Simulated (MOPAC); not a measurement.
**Run report: CH4F2Si, geometry relaxation (part 2 of 4)**

Continued. System: CH4F2Si, SMILES FC(F)[SiH3]. Method: PM6-DH+, closed shell, dispersion DH+, COSMO solvent methanol (MOPAC 23.2.5). The geometry comes from this level: GFN2-xTB.

Geometry of the input (Å):
```
F  0.9094  -0.7926  1.4581
C  0.8687  0.0095  0.3563
F  1.7249  -0.5494  -0.5460
Si -0.9273  0.0756  -0.3683
H  1.3074  0.9734  0.6512
H  -1.7508  0.6649  0.6835
H  -1.2988  -1.2998  -0.6773
H  -0.8334  0.9185  -1.5574
```

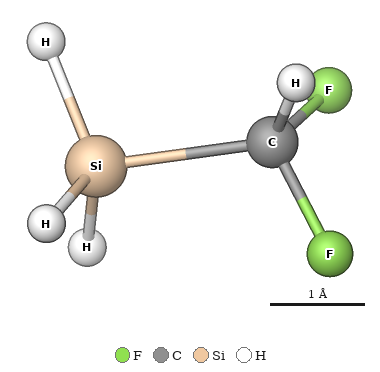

Figure 1. The starting structure (ball-and-stick view, seen at a tilt).

Output, continued:
```
           1   -0.0099    0.0595   -0.0213   -0.0225    0.0503    0.0168    0.0352    0.0030
           2   -0.0031   -0.0508    0.0432   -0.0739    0.0391   -0.0004    0.0171    0.0014
           3   -0.0425    0.0544   -0.0642    0.0011    0.0129    0.0069   -0.0020   -0.0002
           4   -0.0110    0.0616   -0.0219   -0.0292    0.0408    0.0096    0.0174   -0.0028
           5   -0.0092    0.0514    0.0263    0.0349   -0.0490    0.0079   -0.0207    0.0034
           6    0.0000   -0.0000    0.0951    0.0578   -0.0206   -0.0000    0.1469    0.0083
           7   -0.0048   -0.0393   -0.0388    0.0766   -0.0478    0.0027   -0.0229   -0.0021
           8   -0.0092    0.0677    0.0287    0.0089   -0.0426    0.0164   -0.0315   -0.0025
           9    0.0424   -0.0544   -0.0643    0.0010    0.0128   -0.0071   -0.0019    0.0000
          10    0.0112   -0.0355    0.0399   -0.0273   -0.0243   -0.0267   -0.0141   -0.0088
          11    0.0094   -0.0297   -0.0477    0.0329    0.0294   -0.0221    0.0168    0.0106
          12    0.0000   -0.0000    0.0408   -0.0218   -0.0026    0.0002   -0.0618   -0.0309
          13    0.0145    0.0613    0.0683    0.0221    0.0534    0.0272    0.1414    0.0135
          14    0.0121    0.0512   -0.0819   -0.0266   -0.0642    0.0224   -0.1694   -0.0158
          15    0.0000   -0.0000    0.1552    0.0867   -0.0092    0.0001    0.2213    0.0157
          16   -0.1804   -0.2476    0.0230   -0.0385   -0.0423    0.2551    0.0002    0.0558
          17    0.0438    0.0269   -0.0301    0.0496    0.0492   -0.1256    0.0057   -0.0400
          18    0.1951    0.0233   -0.0780   -0.1710   -0.1670    0.2851    0.0194    0.3113
          19    0.2505    0.0789    0.1666    0.1472    0.1734    0.0584   -0.1799    0.1636
          20    0.2090    0.0657   -0.1996   -0.1762   -0.2076    0.0490    0.2154   -0.1968
          21   -0.0000   -0.0000    0.1542    0.1351    0.1752    0.0001   -0.2153    0.1286
          22    0.0107   -0.0179    0.0256   -0.0417   -0.0406   -0.0781   -0.0058    0.0294
          23   -0.1853   -0.2484   -0.0278    0.0469    0.0506    0.2737    0.0006   -0.0617
          24   -0.1950   -0.0233   -0.0781   -0.1711   -0.1669   -0.2847    0.0196    0.3114

   Root No.       9        10        11        12        13        14        15        16

                 4 A"      6 A'      5 A"      7 A'      6 A"      8 A'      9 A'     10 A'

                 888.9     915.9    1124.0    1140.6    1198.3    1235.1    2091.9    2120.8

           1   -0.0015    0.0004   -0.0854    0.0536    0.0432    0.1134   -0.0005   -0.0001
           2    0.0007   -0.0008    0.0074    0.0002    0.0070   -0.0025    0.0005   -0.0001
           3    0.0009   -0.0001    0.0140   -0.0201    0.0156    0.0104    0.0003    0.0000
           4    0.0019    0.0012    0.1042   -0.0244   -0.1382   -0.1896    0.0003    0.0003
           5    0.0016   -0.0015    0.0869    0.0293   -0.1153    0.2273   -0.0007   -0.0004
           6    0.0000    0.0042   -0.0000    0.0880    0.0000   -0.0836    0.0008    0.0001
           7    0.0004    0.0007   -0.0080   -0.0098    0.0146   -0.0179    0.0002   -0.0000
           8   -0.0015   -0.0006   -0.0854   -0.0526    0.0412   -0.1120    0.0002    0.0000
           9   -0.0008   -0.0003   -0.0141   -0.0200   -0.0156    0.0104   -0.0005   -0.0000
          10   -0.0170    0.0152    0.0014   -0.0038    0.0025    0.0105   -0.0037    0.0118
          11   -0.0143   -0.0182    0.0012    0.0046    0.0021   -0.0126    0.0044   -0.0140
          12   -0.0001   -0.0076    0.0000   -0.0003   -0.0000    0.0143   -0.0095   -0.0153
          13    0.0073   -0.0086    0.4898   -0.4401    0.5060    0.1926    0.0002    0.0014
          14    0.0062    0.0101    0.4086    0.5276    0.4221   -0.2309   -0.0014   -0.0017
          15   -0.0000   -0.0033   -0.0001   -0.2777   -0.0001    0.2081   -0.0012   -0.0005
          16    0.1269   -0.4449    0.0012    0.0109   -0.0188   -0.0092   -0.0822    0.0744
          17   -0.0278    0.1033    0.0011    0.0018    0.0079   -0.0096   -0.2954    0.2547
          18   -0.2231    0.0866    0.0181   -0.0089   -0.0224    0.0055   -0.0289    0.0222
          19    0.3424    0.0163   -0.0112    0.0058   -0.0033   -0.0297   -0.1185   -0.1423
          20    0.2854   -0.0195   -0.0094   -0.0070   -0.0028    0.0356    0.1432    0.1707
          21   -0.0000    0.0000    0.0000    0.0113   -0.0000   -0.0135    0.3184    0.3812
          22   -0.0045   -0.0217    0.0013   -0.0037    0.0044    0.0111    0.3053   -0.2634
          23    0.1298    0.4562    0.0010   -0.0103   -0.0199    0.0073    0.0267   -0.0273
          24    0.2232    0.0863   -0.0181   -0.0088    0.0224    0.0055   -0.0299    0.0221

   Root No.      17        18

                 7 A"     11 A'

                2124.8    2608.5

           1    0.0001    0.0028
           2   -0.0002   -0.0004
           3    0.0002   -0.0017
           4   -0.0006    0.0198
           5   -0.0005   -0.0237
           6    0.0000   -0.0584
           7   -0.0002   -0.0001
           8    0.0002   -0.0028
           9   -0.0001   -0.0017
          10   -0.0212   -0.0005
          11   -0.0177    0.0006
          12   -0.0000   -0.0021
          13   -0.0000   -0.2740
          14    0.0001    0.3286
          15   -0.0000    0.8135
          16    0.1256    0.0008
          17    0.4634   -0.0007
          18    0.0459    0.0006
          19   -0.0044    0.0006
          20   -0.0039   -0.0007
          21   -0.0002    0.0033
          22    0.4788    0.0006
          23    0.0404   -0.0009
          24   -0.0462    0.0007

           MASS-WEIGHTED COORDINATE ANALYSIS (NORMAL COORDINATES)

   Root No.       1         2         3         4         5         6         7         8

                 1 A"      2 A"      1 A'      2 A'      3 A'      3 A"      4 A'      5 A'

                 156.6     204.1     264.4     472.6     588.6     619.7     669.1     874.4

           1   -0.0743    0.3280   -0.1138   -0.1384    0.3335    0.1186    0.1870    0.0230
           2   -0.0233   -0.2799    0.2308   -0.4541    0.2592   -0.0027    0.0907    0.0109
           3   -0.3199    0.2996   -0.3430    0.0070    0.0857    0.0484   -0.0108   -0.0019
           4   -0.0659    0.2701   -0.0932   -0.1427    0.2149    0.0539    0.0734   -0.0169
           5   -0.0551    0.2254    0.1115    0.1708   -0.2581    0.0442   -0.0876    0.0209
           6    0.0000   -0.0000    0.4039    0.2822   -0.1083   -0.0001    0.6210    0.0510
           7   -0.0360   -0.2167   -0.2072    0.4706   -0.3164    0.0191   -0.1220   -0.0163
           8   -0.0690    0.3729    0.1531    0.0544   -0.2819    0.1160   -0.1676   -0.0196
           9    0.3195   -0.2994   -0.3435    0.0059    0.0847   -0.0503   -0.0101    0.0002
          10    0.1025   -0.2380    0.2589   -0.2038   -0.1961   -0.2293   -0.0912   -0.0824
          11    0.0857   -0.1988   -0.3095    0.2456    0.2372   -0.1895    0.1083    0.0989
          12    0.0002   -0.0001    0.2647   -0.1629   -0.0208    0.0015   -0.3993   -0.2891
          13    0.0252    0.0778    0.0840    0.0312    0.0814    0.0442    0.1732    0.0239
          14    0.0209    0.0649   -0.1008   -0.0377   -0.0979    0.0363   -0.2075   -0.0280
          15    0.0000   -0.0000    0.1909    0.1227   -0.0141    0.0001    0.2710    0.0277
          16   -0.3130   -0.3142    0.0283   -0.0544   -0.0646    0.4144    0.0002    0.0987
          17    0.0760    0.0341   -0.0371    0.0702    0.0751   -0.2041    0.0070   -0.0708
          18    0.3386    0.0295   -0.0959   -0.2420   -0.2549    0.4630    0.0238    0.5508
          19    0.4347    0.1001    0.2050    0.2083    0.2646    0.0948   -0.2204    0.2895
          20    0.3627    0.0834   -0.2455   -0.2493   -0.3168    0.0795    0.2639   -0.3481
          21   -0.0000   -0.0000    0.1897    0.1912    0.2674    0.0002   -0.2637    0.2275
          22    0.0185   -0.0228    0.0315   -0.0591   -0.0620   -0.1268   -0.0071    0.0521
          23   -0.3216   -0.3152   -0.0342    0.0664    0.0772    0.4445    0.0008   -0.1092
          24   -0.3384   -0.0296   -0.0960   -0.2422   -0.2548   -0.4624    0.0240    0.5510

   Root No.       9        10        11        12        13        14        15        16

                 4 A"      6 A'      5 A"      7 A'      6 A"      8 A'      9 A'     10 A'

                 888.9     915.9    1124.0    1140.6    1198.3    1235.1    2091.9    2120.8

           1   -0.0109    0.0024   -0.3884    0.2627    0.1971    0.3705   -0.0038   -0.0004
           2    0.0051   -0.0049    0.0336    0.0007    0.0319   -0.0083    0.0037   -0.0010
           3    0.0065   -0.0009    0.0639   -0.0984    0.0713    0.0338    0.0023    0.0001
           4    0.0112    0.0061    0.3766   -0.0953   -0.5019   -0.4925    0.0018    0.0017
           5    0.0096   -0.0076    0.3141    0.1143   -0.4186    0.5904   -0.0040   -0.0022
           6    0.0000    0.0214   -0.0001    0.3430    0.0001   -0.2171    0.0046    0.0009
           7    0.0028    0.0044   -0.0365   -0.0481    0.0667   -0.0584    0.0018   -0.0001
           8   -0.0113   -0.0036   -0.3882   -0.2582    0.1882   -0.3660    0.0012    0.0002
           9   -0.0058   -0.0018   -0.0639   -0.0982   -0.0713    0.0339   -0.0039   -0.0003
          10   -0.1527    0.1199    0.0078   -0.0228    0.0139    0.0419   -0.0342    0.1046
          11   -0.1279   -0.1433    0.0066    0.0274    0.0116   -0.0501    0.0405   -0.1245
          12   -0.0006   -0.0596    0.0001   -0.0018   -0.0001    0.0569   -0.0870   -0.1361
          13    0.0124   -0.0127    0.5129   -0.4972    0.5323    0.1449    0.0003    0.0024
          14    0.0105    0.0150    0.4279    0.5960    0.4441   -0.1737   -0.0024   -0.0029
          15   -0.0000   -0.0050   -0.0001   -0.3137   -0.0001    0.1566   -0.0022   -0.0009
          16    0.2156   -0.6628    0.0013    0.0123   -0.0198   -0.0069   -0.1432    0.1254
          17   -0.0473    0.1538    0.0011    0.0021    0.0083   -0.0072   -0.5150    0.4292
          18   -0.3793    0.1290    0.0190   -0.0100   -0.0236    0.0042   -0.0504    0.0373
          19    0.5821    0.0244   -0.0118    0.0066   -0.0035   -0.0224   -0.2066   -0.2398
          20    0.4851   -0.0290   -0.0098   -0.0079   -0.0029    0.0268    0.2497    0.2877
          21   -0.0000    0.0000    0.0000    0.0127   -0.0000   -0.0102    0.5550    0.6425
          22   -0.0077   -0.0324    0.0013   -0.0042    0.0047    0.0083    0.5322   -0.4439
          23    0.2207    0.6796    0.0011   -0.0116   -0.0210    0.0055    0.0465   -0.0460
          24    0.3794    0.1286   -0.0189   -0.0100    0.0235    0.0042   -0.0522    0.0373

   Root No.      17        18

                 7 A"     11 A'

                2124.8    2608.5

           1    0.0006    0.0129
           2   -0.0010   -0.0019
           3    0.0010   -0.0079
           4   -0.0031    0.0721
           5   -0.0024   -0.0864
           6    0.0000   -0.2128
           7   -0.0011   -0.0005
           8    0.0010   -0.0130
           9   -0.0005   -0.0078
          10   -0.1604   -0.0030
          11   -0.1341    0.0035
          12   -0.0003   -0.0115
          13   -0.0001   -0.2892
          14    0.0001    0.3469
          15   -0.0000    0.8587
          16    0.1800    0.0008
          17    0.6641   -0.0008
          18    0.0658    0.0007
          19   -0.0063    0.0006
          20   -0.0057   -0.0007
          21   -0.0003    0.0035
          22    0.6861    0.0006
          23    0.0579   -0.0009
          24   -0.0662    0.0007

          DESCRIPTION OF VIBRATIONS

 VIBRATION          1    1A"         ATOM PAIR     ENERGY CONTRIBUTION    RADIAL
 FREQUENCY           156.59         Si4 -- H 7         +31.6% (235.5%)      0.0%
 TRANSITION DIPOLE   0.0195         Si4 -- H 8         +28.3% (222.7%)      2.1%
 TRAVEL (Ang.)       0.8111         Si4 -- H 6         +28.3% (222.6%)      3.4%
 REDUCED MASS        0.6546         F 1 -- F 3          +3.0% ( 72.9%)      0.0%
 EFFECTIVE MASS     10.5806
 FORCE CONSTANT      0.0095

 VIBRATION          2    2A"         ATOM PAIR     ENERGY CONTRIBUTION    RADIAL
 FREQUENCY           204.13         C 2 -- Si4         +20.8% (186.5%)      0.0%
 TRANSITION DIPOLE   0.0559         F 1 -- F 3         +17.5% (171.4%)      0.0%
 TRAVEL (Ang.)       0.3139         C 2 -- H 5         +15.9% (162.9%)      0.0%
 REDUCED MASS        3.3523         F 1 -- C 2         +12.1% (142.2%)      1.0%
 EFFECTIVE MASS     33.7217         C 2 -- F 3         +12.1% (142.2%)      0.9%
 FORCE CONSTANT      0.0823

 VIBRATION          3    1A'         ATOM PAIR     ENERGY CONTRIBUTION    RADIAL
 FREQUENCY           264.42         C 2 -- Si4         +21.6% (155.0%)     17.3%
 TRANSITION DIPOLE   0.5007         C 2 -- F 3         +19.5% (147.4%)      0.1%
 TRAVEL (Ang.)       0.2805         F 1 -- C 2         +19.5% (147.3%)      0.1%
 REDUCED MASS        3.2411         Si4 -- H 7         +10.0% (105.6%)      3.8%
 EFFECTIVE MASS     36.6298
 FORCE CONSTANT      0.1335

 VIBRATION          4    2A'         ATOM PAIR     ENERGY CONTRIBUTION    RADIAL
 FREQUENCY           472.57         C 2 -- Si4         +18.4% ( 80.8%)     80.0%
 TRANSITION DIPOLE   0.7721         F 1 -- C 2         +16.2% ( 75.8%)      0.0%
 TRAVEL (Ang.)       0.2336         C 2 -- F 3         +16.2% ( 75.8%)      0.0%
 REDUCED MASS        2.6152         Si4 -- H 7         +14.9% ( 72.8%)      0.1%
 EFFECTIVE MASS     16.2174         F 1 -- F 3         +14.3% ( 71.2%)    100.0%
 FORCE CONSTANT      0.3441

 VIBRATION          5    3A'         ATOM PAIR     ENERGY CONTRIBUTION    RADIAL
 FREQUENCY           588.59         F 1 -- F 3         +21.2% ( 78.4%)    100.0%
 TRANSITION DIPOLE   0.5390         C 2 -- Si4         +16.8% ( 69.9%)     26.7%
 TRAVEL (Ang.)       0.2502         Si4 -- H 7         +14.8% ( 65.5%)      2.3%
 REDUCED MASS        1.8296         C 2 -- F 3         +12.5% ( 60.1%)      4.4%
 EFFECTIVE MASS     12.3071         F 1 -- C 2         +12.5% ( 60.1%)      4.4%
 FORCE CONSTANT      0.3734         C 2 -- H 5         +11.9% ( 58.7%)     60.2%

 VIBRATION          6    3A"         ATOM PAIR     ENERGY CONTRIBUTION    RADIAL
 FREQUENCY           619.71         Si4 -- H 6         +41.5% ( 80.8%)      7.8%
 TRANSITION DIPOLE   0.5234         Si4 -- H 8         +41.5% ( 80.8%)      7.0%
 TRAVEL (Ang.)       0.4261         Si4 -- H 7          +6.6% ( 32.3%)      0.0%
 REDUCED MASS        0.5994         C 2 -- Si4          +4.8% ( 27.5%)      0.0%
 EFFECTIVE MASS      3.4643
 FORCE CONSTANT      0.1356

 VIBRATION          7    4A'         ATOM PAIR     ENERGY CONTRIBUTION    RADIAL
 FREQUENCY           669.15         C 2 -- Si4         +29.5% ( 99.1%)     82.5%
 TRANSITION DIPOLE   0.5466         F 1 -- C 2         +20.9% ( 83.5%)      2.9%
 TRAVEL (Ang.)       0.1851         C 2 -- F 3         +20.9% ( 83.5%)      2.9%
 REDUCED MASS        2.9417         C 2 -- H 5         +12.5% ( 64.5%)     99.8%
 EFFECTIVE MASS     14.3118
 FORCE CONSTANT      0.7760

 VIBRATION          8    5A'         ATOM PAIR     ENERGY CONTRIBUTION    RADIAL
 FREQUENCY           874.37         Si4 -- H 8         +34.8% ( 53.7%)      0.0%
 TRANSITION DIPOLE   1.5026         Si4 -- H 6         +34.8% ( 53.7%)      0.1%
 TRAVEL (Ang.)       0.3737         Si4 -- H 7         +23.8% ( 44.5%)      3.7%
 REDUCED MASS        0.5522         C 2 -- Si4          +5.0% ( 20.3%)     85.8%
 EFFECTIVE MASS      2.6125
 FORCE CONSTANT      0.2487

 VIBRATION          9    4A"         ATOM PAIR     ENERGY CONTRIBUTION    RADIAL
 FREQUENCY           888.95         Si4 -- H 7         +57.6% ( 63.4%)      0.0%
 TRANSITION DIPOLE   0.7105         Si4 -- H 8         +20.1% ( 37.4%)      5.7%
 TRAVEL (Ang.)       0.4100         Si4 -- H 6         +20.1% ( 37.4%)      7.7%
 REDUCED MASS        0.4513         C 2 -- Si4          +2.0% ( 11.8%)      0.0%
 EFFECTIVE MASS      1.5990
 FORCE CONSTANT      0.2101

 VIBRATION         10    6A'         ATOM PAIR     ENERGY CONTRIBUTION    RADIAL
 FREQUENCY           915.93         Si4 -- H 6         +48.4% ( 58.8%)      0.7%
 TRANSITION DIPOLE   0.8925         Si4 -- H 8         +48.4% ( 58.8%)      1.4%
 TRAVEL (Ang.)       0.3818         C 2 -- Si4          +1.7% ( 11.0%)      6.0%
 REDUCED MASS        0.5051         Si4 -- H 7          +1.1% (  9.0%)     62.7%
 EFFECTIVE MASS      1.5464
 FORCE CONSTANT      0.2497

 VIBRATION         11    5A"         ATOM PAIR     ENERGY CONTRIBUTION    RADIAL
 FREQUENCY          1124.01         C 2 -- H 5         +32.2% ( 70.6%)      0.0%
 TRANSITION DIPOLE   1.0582         C 2 -- F 3         +24.2% ( 61.1%)     87.7%
 TRAVEL (Ang.)       0.1815         F 1 -- C 2         +24.2% ( 61.1%)     87.6%
 REDUCED MASS        1.8214         C 2 -- Si4         +11.4% ( 41.9%)      0.0%
 EFFECTIVE MASS      8.8270
 FORCE CONSTANT      1.3558

 VIBRATION         12    7A'         ATOM PAIR     ENERGY CONTRIBUTION    RADIAL
 FREQUENCY          1140.63         C 2 -- H 5         +62.7% ( 87.3%)     11.4%
 TRANSITION DIPOLE   0.4859         F 1 -- C 2         +11.9% ( 38.1%)     38.1%
 TRAVEL (Ang.)       0.2475         C 2 -- F 3         +11.9% ( 38.1%)     38.2%
 REDUCED MASS        0.9649         C 2 -- Si4          +6.9% ( 29.0%)     29.7%
 EFFECTIVE MASS      4.6301
 FORCE CONSTANT      0.7397

 VIBRATION         13    6A"         ATOM PAIR     ENERGY CONTRIBUTION    RADIAL
 FREQUENCY          1198.25         C 2 -- H 5         +44.7% ( 91.8%)      0.0%
 TRANSITION DIPOLE   0.5756         C 2 -- F 3         +19.6% ( 60.7%)     70.2%
 TRAVEL (Ang.)       0.1500         F 1 -- C 2         +19.6% ( 60.7%)     70.1%
 REDUCED MASS        2.5009         C 2 -- Si4         +14.6% ( 52.5%)      0.0%
 EFFECTIVE MASS      6.9722
 FORCE CONSTANT      2.1156

 VIBRATION         14    8A'         ATOM PAIR     ENERGY CONTRIBUTION    RADIAL
 FREQUENCY          1235.09         F 1 -- C 2         +26.7% ( 81.1%)     63.9%
 TRANSITION DIPOLE   0.3325         C 2 -- F 3         +26.7% ( 81.1%)     63.8%
 TRAVEL (Ang.)       0.0985         C 2 -- H 5         +22.5% ( 74.6%)      1.1%
 REDUCED MASS        5.6290         C 2 -- Si4         +18.7% ( 67.9%)     70.4%
 EFFECTIVE MASS     13.0062
 FORCE CONSTANT      5.0592

 VIBRATION         15    9A'         ATOM PAIR     ENERGY CONTRIBUTION    RADIAL
 FREQUENCY          2091.89         Si4 -- H 7         +41.9% ( 64.6%)     98.2%
 TRANSITION DIPOLE   0.0683         Si4 -- H 6         +29.0% ( 53.8%)     96.2%
 TRAVEL (Ang.)       0.3068         Si4 -- H 8         +29.0% ( 53.8%)     96.2%
 REDUCED MASS        0.3425
 EFFECTIVE MASS      1.1089
 FORCE CONSTANT      0.8830

 VIBRATION         16   10A'         ATOM PAIR     ENERGY CONTRIBUTION    RADIAL
 FREQUENCY          2120.80         Si4 -- H 7         +57.7% ( 76.4%)     99.5%
 TRANSITION DIPOLE   0.0469         Si4 -- H 6         +21.0% ( 46.1%)     89.6%
 TRAVEL (Ang.)       0.2668         Si4 -- H 8         +21.0% ( 46.0%)     91.8%
 REDUCED MASS        0.4465         C 2 -- Si4          +0.3% (  5.2%)      0.1%
 EFFECTIVE MASS      1.4462
 FORCE CONSTANT      1.1833

 VIBRATION         17    7A"         ATOM PAIR     ENERGY CONTRIBUTION    RADIAL
 FREQUENCY          2124.78         Si4 -- H 8         +49.8% ( 70.9%)     98.0%
 TRANSITION DIPOLE   0.0086         Si4 -- H 6         +49.7% ( 70.8%)     98.9%
 TRAVEL (Ang.)       0.2484         C 2 -- Si4          +0.3% (  5.1%)      0.0%
 REDUCED MASS        0.5144         Si4 -- H 7          +0.2% (  5.0%)      0.0%
 EFFECTIVE MASS      1.4351
 FORCE CONSTANT      1.3683

 VIBRATION         18   11A'         ATOM PAIR     ENERGY CONTRIBUTION    RADIAL
 FREQUENCY          2608.51         C 2 -- H 5         +98.0% ( 99.9%)    100.0%
 TRANSITION DIPOLE   0.7984         C 2 -- Si4          +0.7% (  8.2%)     12.8%
 TRAVEL (Ang.)       0.1664         C 2 -- F 3          +0.6% (  8.1%)      6.6%
 REDUCED MASS        0.9336         F 1 -- C 2          +0.6% (  8.1%)      6.6%
 EFFECTIVE MASS      1.3360
 FORCE CONSTANT      3.7428

      SYMMETRY NUMBER FOR POINT-GROUP Cs  =  1

          SYSTEM IS A GROUND STATE

 FC(F)[SiH3]
 vibrations at the optimised geometry

          MOLECULE IS NOT LINEAR
```
